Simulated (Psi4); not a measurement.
# Energy and gradient calculation of SiCl$_{2}$

System: SiCl$_{2}$, SMILES Cl[Si]Cl.
Method: HF/STO-3G, RHF (Psi4 1.11).

The geometry comes from this level: GFN2-xTB.

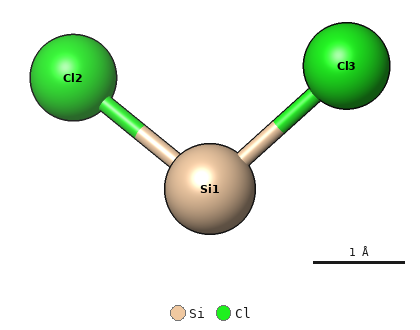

Fig. 1: The structure (ball-and-stick view, seen at a tilt; atoms are numbered from 1 in the order of the input). Bond lengths as drawn: Cl–Si 2.05 Å.

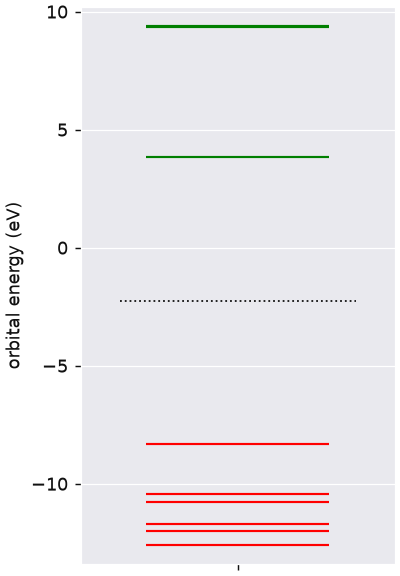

Fig. 2: Orbital energies near the frontier; the dotted line parts filled from empty levels, and levels within 0.02 eV of each other stand side by side. Highest filled −8.33 eV, lowest empty 3.82 eV, 12.15 eV apart.

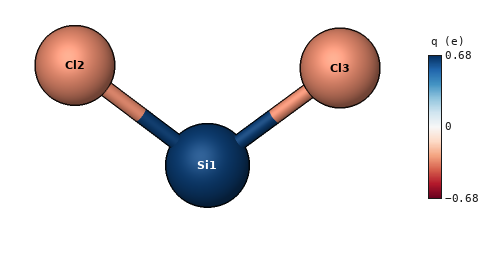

Fig. 3: Löwdin charges, as the colour of each atom (ball-and-stick view, seen at a tilt; atoms are numbered from 1 in the order of the input). By element: Si +0.65 and Cl −0.32 e.

The input that produced these results follows, with the program's output.

**The input (run.py)**
```python
import psi4

psi4.set_memory('1600 MB')
psi4.set_num_threads(1)
psi4.set_output_file('run.log', False)

m = psi4.geometry("""
0 1
Si     0.00971319    -0.01313360    -1.64281451
Cl     2.98884753    -0.03579141     0.83918958
Cl    -2.99856072     0.04892501     0.80364383
units au
symmetry c1
no_reorient
no_com
""")

psi4.set_options({
    'basis': 'STO-3G',
    'reference': 'rhf',
    'puream': True,
    'e_convergence': 1e-09,
    'd_convergence': 1e-08,
    'scf_type': 'pk',
})

result, w = psi4.gradient("hf", return_wfn=True)
psi4.oeprop(w, "WIBERG_LOWDIN_INDICES", "MAYER_INDICES", "LOWDIN_CHARGES", title="HF")
print('gradient / Eh bohr^-1')
print(result.np.round(6))
print(f'energy = {w.energy():.10f} Eh')
```

Launch command:
```bash
python run.py
```

**What the program printed**
```
[-0.01918989  0.0001111  -0.02039298]
 [ 0.01936041 -0.0004339  -0.02010738]]

    h
    h
    h

    -----------------------------------------------------------------------

    Memory:     1.5 GiB
    Threads:    1
                ecpint, einsums, f̶o̶r̶t̶e̶, gauxc, gcp, g̶d̶m̶a̶, geometric, g̶p̶u̶_̶d̶f̶c̶c̶,
                i̶n̶t̶e̶g̶r̶a̶t̶o̶r̶x̶x̶, i̶p̶i̶, libefp, m̶d̶i̶, m̶p̶2̶d̶, m̶r̶c̶c̶, ooo,
                o̶p̶e̶n̶f̶e̶r̶m̶i̶o̶n̶p̶s̶i̶4̶, pcmsolver, p̶s̶i̶4̶f̶o̶c̶k̶c̶i̶, p̶s̶i̶x̶a̶s̶,
                p̶y̶e̶i̶n̶s̶u̶m̶s̶, r̶e̶s̶p̶, s̶i̶m̶i̶n̶t̶, s̶n̶s̶m̶p̶2̶,
                v̶2̶r̶d̶m̶_̶c̶a̶s̶s̶c̶f̶

gradient() will perform analytic gradient computation.

   => Loading Basis Set <=

    Name: STO-3G
    Role: ORBITAL
    Keyword: BASIS

         ---------------------------------------------------------
                                   SCF
                              RHF Reference
                        1 Threads,   1525 MiB Core
         ---------------------------------------------------------

  ==> Geometry <==

    Molecular point group: c1
    Full point group: C1

    Geometry (in Bohr), charge = 0, multiplicity = 1:

       Center              X                  Y                   Z               Mass
    ------------   -----------------  -----------------  -----------------  -----------------
         SI           0.009713190000    -0.013133600000    -1.642814510000    27.976926534650
         CL           2.988847530000    -0.035791410000     0.839189580000    34.968852682000
         CL          -2.998560720000     0.048925010000     0.803643830000    34.968852682000

  Running in c1 symmetry.

  Rotational constants: A =      0.49060  B =      0.09602  C =      0.08030 [cm^-1]
  Rotational constants: A =  14707.83477  B =   2878.61486  C =   2407.43258 [MHz]
  Nuclear repulsion =  171.011978773810768

  Charge       = 0
  Multiplicity = 1
  Electrons    = 48
  Nalpha       = 24
  Nbeta        = 24

  ==> Algorithm <==

  SCF Algorithm Type is PK.
  DIIS enabled.
  MOM disabled.
  Fractional occupation disabled.
  Guess Type is SAD.
  Energy threshold   = 1.00e-09
  Density threshold  = 1.00e-08
  Integral threshold = 1.00e-12

  ==> Primary Basis <==

  Basis Set: STO-3G
    Blend: STO-3G
    Number of shells: 15
    Number of basis functions: 27
    Number of Cartesian functions: 27
    Spherical Harmonics?: true
    Max angular momentum: 1

  ==> Integral Setup <==

  Using in-core PK algorithm.
   Calculation information:
      Number of atoms:                   3
      Number of AO shells:              15
      Number of primitives:             45
      Number of atomic orbitals:        27
      Number of basis functions:        27

      Integral cutoff                 1.00e-12
      Number of threads:                 1

  Performing in-core PK
  Using 143262 doubles for integral storage.
  We computed 5177 shell quartets total.
  Whereas there are 7260 unique shell quartets.

  ==> DiskJK: Disk-Based J/K Matrices <==

    J tasked:                  Yes
    K tasked:                  Yes
    wK tasked:                  No
    Memory [MiB]:             1144
    Schwarz Cutoff:          1E-12

  Minimum eigenvalue in the overlap matrix is 3.4309647630E-01.
  Reciprocal condition number of the overlap matrix is 1.9429323598E-01.
    Using symmetric orthogonalization.

  ==> Pre-Iterations <==

  SCF Guess: Superposition of Atomic Densities via on-the-fly atomic UHF (no occupation information).

   -------------------------
    Irrep   Nso     Nmo
   -------------------------
     A         27      27
   -------------------------
    Total      27      27
   -------------------------

  ==> Iterations <==

                        Total Energy        Delta E     RMS |[F,P]|

   @RHF iter SAD: -1193.71094531133645   -1.19371e+03   0.00000e+00
   @RHF iter   1: -1194.79443987993955   -1.08349e+00   7.29350e-03 DIIS/ADIIS
   @RHF iter   2: -1194.84139155318212   -4.69517e-02   1.12252e-03 DIIS/ADIIS
   @RHF iter   3: -1194.84222060263824   -8.29049e-04   1.87627e-04 DIIS/ADIIS
   @RHF iter   4: -1194.84226347128697   -4.28686e-05   3.69326e-05 DIIS
   @RHF iter   5: -1194.84226610610722   -2.63482e-06   9.12574e-06 DIIS
   @RHF iter   6: -1194.84226626121699   -1.55110e-07   1.25589e-06 DIIS
   @RHF iter   7: -1194.84226626372561   -2.50861e-09   2.20210e-07 DIIS
   @RHF iter   8: -1194.84226626379700   -7.13953e-11   1.94034e-08 DIIS
   @RHF iter   9: -1194.84226626379768   -6.82121e-13   2.95063e-09 DIIS
  Energy and wave function converged.

  ==> Post-Iterations <==

    Orbital Energies [Eh]
    ---------------------

    Doubly Occupied:

       1A   -103.646977     2A   -103.646911     3A    -68.078242
       4A    -10.341579     5A    -10.341446     6A     -7.784961
       7A     -7.784737     8A     -7.780317     9A     -7.780237
      10A     -7.779783    11A     -7.779507    12A     -6.065214
      13A     -4.081348    14A     -4.080129    15A     -4.079335
      16A     -1.047556    17A     -1.000547    18A     -0.611000
      19A     -0.463437    20A     -0.441053    21A     -0.430912
      22A     -0.396270    23A     -0.383161    24A     -0.306073

    Virtual:

      25A      0.140499    26A      0.343641    27A      0.345541

    Final Occupation by Irrep:
              A
    DOCC [    24 ]
    NA   [    24 ]
    NB   [    24 ]

  @RHF Final Energy: -1194.84226626379768

   => Energetics <=

    Nuclear Repulsion Energy =            171.0119787738107675
    One-Electron Energy =               -1999.4470254077514255
    Two-Electron Energy =                 633.5927803701429184
    Total Energy =                      -1194.8422662637976828

Computation Completed

Properties will be evaluated at   0.000000,   0.000000,   0.000000 [a0]

Properties computed using the SCF density matrix

 Multipole Moments:

 ------------------------------------------------------------------------------------
     Multipole            Electronic (a.u.)      Nuclear  (a.u.)        Total (a.u.)
 ------------------------------------------------------------------------------------

 L = 1.  Multiply by 2.5417464519 to convert [e a0] to [Debye]
 Dipole X            :          0.0363571           -0.0291396            0.0072176
 Dipole Y            :         -0.0487918            0.0394008           -0.0093910
 Dipole Z            :         -6.1029482            4.9287648           -1.1741833
 Magnitude           :                                                    1.1742431

 ------------------------------------------------------------------------------------

	total time  =          1 seconds =       0.02 minutes

         ------------------------------------------------------------
                                   SCF GRAD
         ------------------------------------------------------------

  ==> Geometry <==

    Molecular point group: c1
    Full point group: C1

    Geometry (in Bohr), charge = 0, multiplicity = 1:

       Center              X                  Y                   Z               Mass
    ------------   -----------------  -----------------  -----------------  -----------------
         SI           0.009713190000    -0.013133600000    -1.642814510000    27.976926534650
         CL           2.988847530000    -0.035791410000     0.839189580000    34.968852682000
         CL          -2.998560720000     0.048925010000     0.803643830000    34.968852682000

  Nuclear repulsion =  171.011978773810768

  ==> Basis Set <==

  Basis Set: STO-3G
    Blend: STO-3G
    Number of shells: 15
    Number of basis functions: 27
    Number of Cartesian functions: 27
    Spherical Harmonics?: true
    Max angular momentum: 1

  ==> DirectJKGrad: Integral-Direct SCF Gradients <==

    Gradient:                    1
    J tasked:                  Yes
    K tasked:                  Yes
    wK tasked:                  No
    Integrals threads:           1
    Schwarz Cutoff:          1E-12

  -Total Gradient:
     Atom            X                  Y                   Z
    ------   -----------------  -----------------  -----------------
       1       -0.000170524449     0.000322803264     0.040500363561
       2       -0.019189887151     0.000111099892    -0.020392984729
       3        0.019360411610    -0.000433903156    -0.020107378828

	total time  =          0 seconds =       0.00 minutes

Properties will be evaluated at   0.000000,   0.000000,   0.000000 [a0]

Properties computed using the HF density matrix

  Lowdin Charges: (a.u.)
   Center  Symbol    Alpha    Beta     Spin     Total
       1    SI     6.67661  6.67661  0.00000  0.64678
       2    CL     8.66167  8.66167  0.00000 -0.32335
       3    CL     8.66172  8.66172  0.00000 -0.32344

  Total alpha = 24.00000, Total beta = 24.00000, Total charge =  0.00000

  Mayer Bond Indices:

  Irrep: 1 Size: 3 x 3

                 1                   2                   3

    1     0.00000000000000     0.92159850225601     0.92149859934842
    2     0.92159850225601     0.00000000000000     0.04210022003164
    3     0.92149859934842     0.04210022003164     0.00000000000000

  Atomic Valences:

 #  #
 Irrep: 1
      1:    1.843097101604436
      2:    0.963698722287653
      3:    0.963598819380066

  Wiberg Bond Indices using Orthogonal Lowdin Orbitals:

  Irrep: 1 Size: 3 x 3

                 1                   2                   3

    1     0.00000000000000     0.99425048507167     0.99410776016479
    2     0.99425048507167     0.00000000000000     0.04720505388067
    3     0.99410776016479     0.04720505388067     0.00000000000000

  Atomic Valences:

 #  #
 Irrep: 1
      1:    1.988358245236458
      2:    1.041455538952335
      3:    1.041312814045454
```

**Standard output**
```
gradient / Eh bohr^-1
[[-0.000171  0.000323  0.0405  ]
 [-0.01919   0.000111 -0.020393]
 [ 0.01936  -0.000434 -0.020107]]
energy = -1194.8422662638 Eh
```

**Summary**

```json
{"quantity": "outcome", "value": "converged"}
{"quantity": "total energy", "value": "−1194.842266 hartree"}
{"quantity": "basis functions", "value": "27"}
{"quantity": "largest force", "value": "2.083 eV/Å"}
{"quantity": "HOMO", "value": "−8.33 eV"}
{"quantity": "LUMO", "value": "3.82 eV"}
{"quantity": "dipole moment", "value": "2.98 D"}
{"quantity": "hardware", "value": "1 thread of Intel Xeon @ 3.00GHz (Skylake/Cascade Lake), 12 GiB of memory available, shared host"}
{"quantity": "wall time", "value": "2.3 s"}
{"quantity": "peak memory", "value": "0.18 GiB"}
```
